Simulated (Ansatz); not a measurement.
# GeH₄···HCl: what the fields show

Input file:

```
crystal:
  periodic: [false, false, false]
  atoms:
    - { symbol: Ge, position_ang: [-0.4197, 0.0, -0.428935] }
    - { symbol: Cl, position_ang: [0.072602, 0.0, 2.97194] }
    - { symbol: H, position_ang: [0.960459, 0.0, 0.233945] }
    - { symbol: H, position_ang: [-0.57683, 1.257155, -1.310582] }
    - { symbol: H, position_ang: [-0.57683, -1.257155, -1.310582] }
    - { symbol: H, position_ang: [-1.577839, 0.0, 0.596549] }
    - { symbol: H, position_ang: [-1.132963, 0.0, 2.405665] }
basis:
  gaussian: { orbitals: def2-SVP }
hamiltonian:
  xc: b3lyp
relax:
  f_tol: 0.03
  max_steps: 50
output:
  orbitals: {}
```

Command:

```sh
ansatz run input.yaml --threads 1 --pin off --max-ram 2048MiB --backend cpu --events-out ev --progress --plain --runs-dir out
```

The fields are those of the run's last geometry, not of the input's.

Level of theory: Ansatz 0.2.0, RKS B3LYP/def2-SVP.

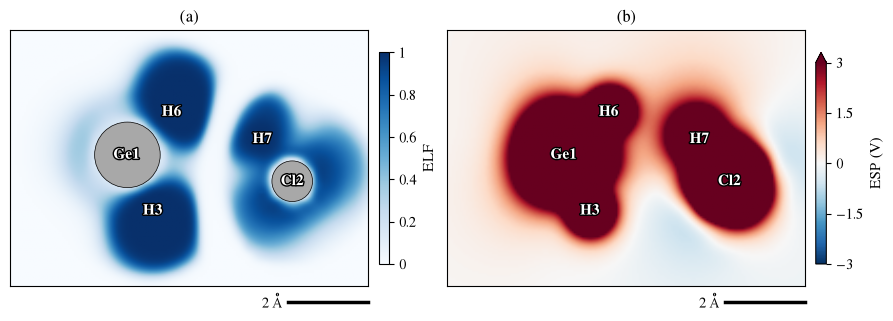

Figure 1. (a) ELF; (b) molecular electrostatic potential on the plane of atoms H3, Ge1 and H6. Grey discs cover the atomic cores in the ELF map.

Question: Read the bonding off the picture.

Answer:
- The plane passes through Ge, Cl and H nuclei.
- Ge1···H7 (3.41 Å): the ELF dips to about 0 between them: a weak contact between the two molecules.
- Cl–H (1.29 Å): the ELF climbs to about 1 towards the hydrogen, as it does in any bond to H.
- Ge–H (1.54 Å): the ELF climbs to about 1 towards the hydrogen.
- The ELF also peaks beside Cl2, away from the bonds: lone-pair regions.
- Outside the dense part of the complex the potential is most negative (−0.6 V) near Cl2.

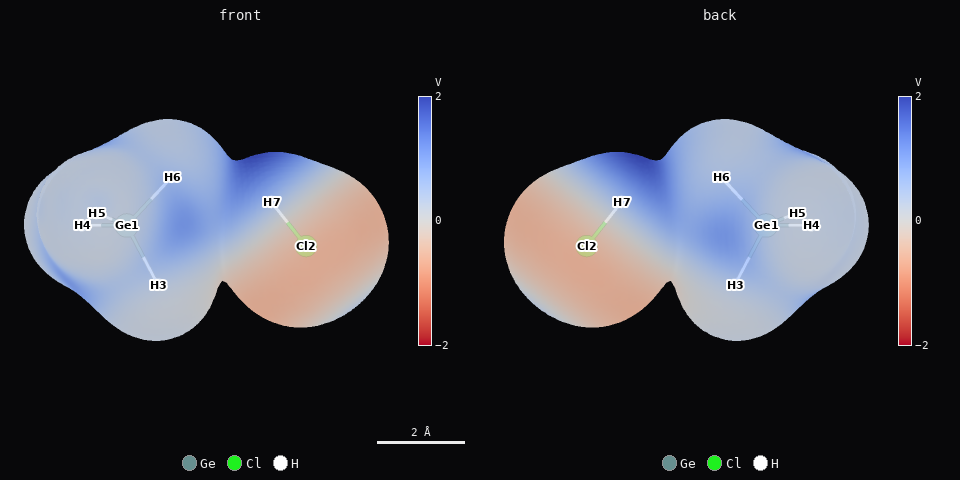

Figure 2. The electrostatic potential painted on the density surface at 0.002 e/bohr³, seen from the front and from behind; the colour scale runs from red (negative) to blue (positive).

Question: Describe the electrostatic potential map.

Answer: The most negative region (about −0.6 V) lies over Cl2, the most positive (about +1.9 V) over H7. Cl2 shows a σ-hole: about +0.3 V at the tip opposite its bond, against about −0.6 V on its flanks.
